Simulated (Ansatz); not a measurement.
**CH5B (BH2Me): methods side by side**

CH5B: 7 atoms, total charge 0, spin state singlet. SMILES: `[H]B([H])C`. Geometry: relaxed at GFN2-xTB.

Quantity: the electronic atomisation energy, in eV. The values are calculated. Electronic energies at fixed atoms, without zero-point motion or spin-orbit coupling.

| level | kind | program | value (eV) | less FCI/STO-3G | CPU time (all runs) |
| --- | --- | --- | --- | --- | --- |
| BLYP/STO-3G | GGA | Ansatz | 32.11 | +3.69 | 1.8 s |
| PBE/STO-3G | GGA | Ansatz | 32.71 | +4.29 | 1.3 s |
| B2PLYP/STO-3G | double hybrid | Ansatz | 31.04 | +2.62 | 1.3 s |
| RPA@PBE/STO-3G | RPA | Ansatz | 27.95 | -0.47 | 1.8 s |
| BCCD(T)/STO-3G | coupled cluster or CI | Ansatz | 28.41 | -0.01 | 0.31 s |
| CCSD/STO-3G | coupled cluster or CI | Ansatz | 28.39 | -0.03 | 0.22 s |
| CCSDTQ/STO-3G | coupled cluster or CI | Ansatz | 28.42 | 0.00 | 4.6 s |
| FCI/STO-3G | exact in the basis | Ansatz | 28.42 | 0.00 | 9.5 s |

FCI/STO-3G is exact within its basis and frozen core, so for wave-function methods in that basis the difference is their error; functionals converge differently with the basis, so for them it is only a difference. The values span 27.95 to 32.71 eV. All rows use very small basis sets, so none should be taken for the real molecule's value. Times are those of the runs behind each value, whatever else they computed, on shared processors of several kinds: orders of magnitude only.

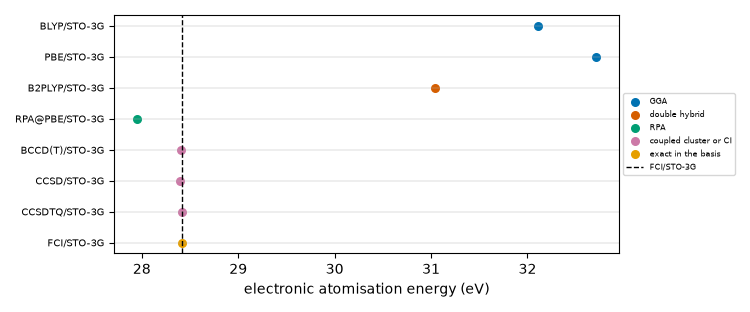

The values of the table, level by level.
